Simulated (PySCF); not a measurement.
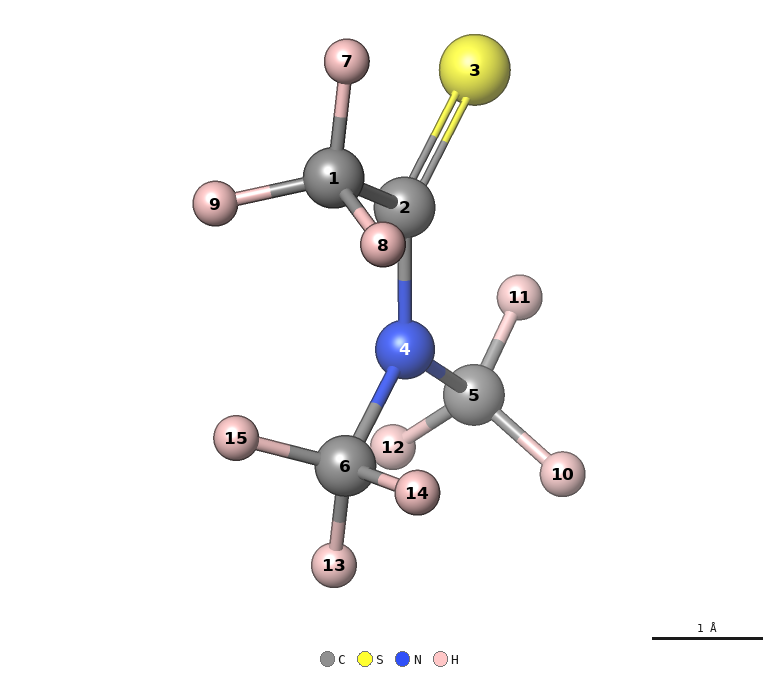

Orthographic view. Distant atoms are faded towards the background colour. The geometry was computed by an optimisation with PBE0-D3(BJ)/def2-SVP. No frequency run is at hand to confirm it as a minimum.

Write a MOL file (V2000) with the atoms in numerical order, bonds sorted by atom number with the orders drawn, and coordinates in the frame of the picture: x right, y up, z towards the viewer, origin at the mean position.

```
C4H9NS
                    3D

 15 14  0  0  0  0  0  0  0  0999 V2000
   -0.5100    1.3500    1.3400 C   0  0  0  0  0  0  0  0  0  0  0  0
    0.1400    1.0800    0.0100 C   0  0  0  0  0  0  0  0  0  0  0  0
    0.7800    2.3300   -0.8700 S   0  0  0  0  0  0  0  0  0  0  0  0
    0.1400   -0.2100   -0.3900 N   0  0  0  0  0  0  0  0  0  0  0  0
    0.7700   -0.6300   -1.6300 C   0  0  0  0  0  0  0  0  0  0  0  0
   -0.4000   -1.2700    0.4300 C   0  0  0  0  0  0  0  0  0  0  0  0
   -0.3900    2.4100    1.5800 H   0  0  0  0  0  0  0  0  0  0  0  0
   -0.0600    0.7400    2.1400 H   0  0  0  0  0  0  0  0  0  0  0  0
   -1.5900    1.1100    1.3100 H   0  0  0  0  0  0  0  0  0  0  0  0
    1.5800   -1.3500   -1.4200 H   0  0  0  0  0  0  0  0  0  0  0  0
    1.1800    0.2600   -2.1200 H   0  0  0  0  0  0  0  0  0  0  0  0
    0.0300   -1.1000   -2.2900 H   0  0  0  0  0  0  0  0  0  0  0  0
   -0.5100   -2.1800   -0.1800 H   0  0  0  0  0  0  0  0  0  0  0  0
    0.2500   -1.5200    1.2800 H   0  0  0  0  0  0  0  0  0  0  0  0
   -1.4000   -1.0200    0.8200 H   0  0  0  0  0  0  0  0  0  0  0  0
  1  2  1  0
  1  7  1  0
  1  8  1  0
  1  9  1  0
  2  3  2  0
  2  4  1  0
  4  5  1  0
  4  6  1  0
  5 10  1  0
  5 11  1  0
  5 12  1  0
  6 13  1  0
  6 14  1  0
  6 15  1  0
M  END
```
